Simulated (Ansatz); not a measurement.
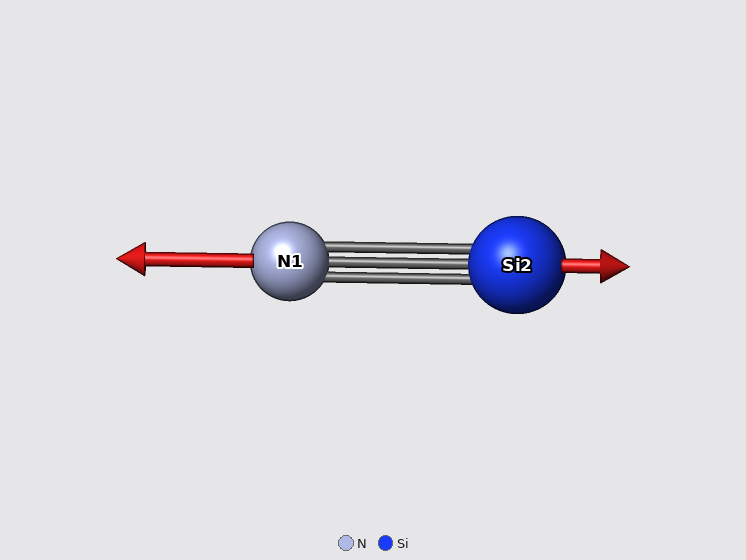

The arrows show one normal mode. State: neutral, doublet. Harmonic vibrations computed with UKS PBE0-D4/def2-TZVP (Ansatz 0.2.0) at a stationary point of the same level.

Question: What kind of motion is it?

Answer: Mostly N–Si stretching.

Question: At what wavenumber does it lie?

Answer: 1196 cm⁻¹; it is mode 1 of 1 counted from the lowest.
